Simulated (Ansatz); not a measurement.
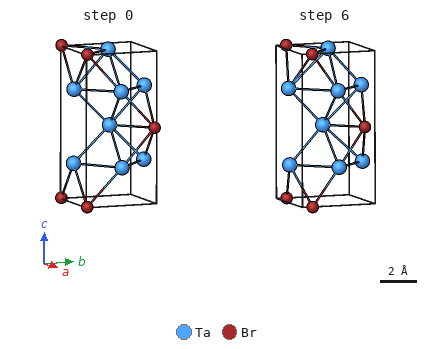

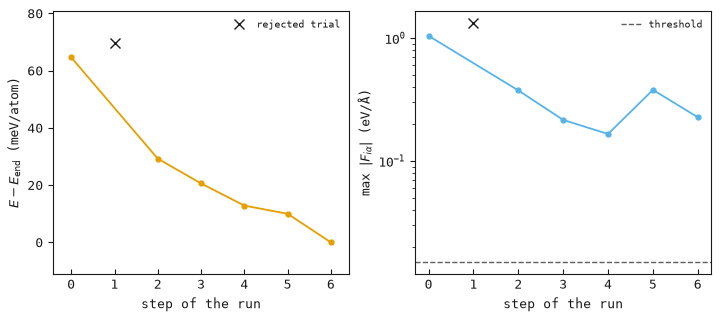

First and last geometry of a relaxation of crystalline Ta₃Br (built on the Cu3Au (L1_2)_221 type) (coarse preliminary run), with the history of the run. A ball-and-stick model of the cell of the calculation, seen slightly off an axis.

The calculation used DFT r2SCAN, scalar-relativistic, plane waves, PAW (Ansatz 0.2.0). Set-up: plane-wave cutoff 500 eV; k-point mesh 6 × 6 × 4; occupations gaussian; smearing width 0.1 eV; no spin polarisation; cell and atoms relaxed; force threshold 0.015 eV/Å; at most 120 steps.

> Read the history and describe the run.

The run was cut off at its time limit before the relaxation converged, so the last structure is only a point on the way. The energy falls by 64.6 meV per atom in 5 accepted moves (6 points after the start). Largest force component: 1 eV/Å at the start, 0.23 eV/Å at the end. Pressure: −3.19 GPa at the start and 0.10 GPa at the end. The line search rejected the trial step at point 1 of the run. The atom that moves furthest relative to the cell is a Br atom (0.52 Å along [1 3 0]). By element the largest moves are Br 0.52 Å, Ta 0.23 Å. Cell: a 4.216 → 4.060 Å (−3.7 %), b 4.190 → 4.309 Å (+2.8 %), c 8.606 → 8.631 Å (+0.3 %), α 89.5° → 90.0°, β 89.8° → 89.9°, γ 90.5° → 88.5°. Volume −0.7 %. Near-neighbour distances that change, for instance: Br–Ta 2.958 → 3.437 Å, Br–Ta 3.090 → 3.491 Å, Br–Ta 3.108 → 3.493 Å, Br–Ta 3.075 → 3.423 Å. The space group stays P1 (No. 1). Cost: 19 min on 1 thread of Arm Neoverse V1 (shared host), peak memory 0.95 GiB.
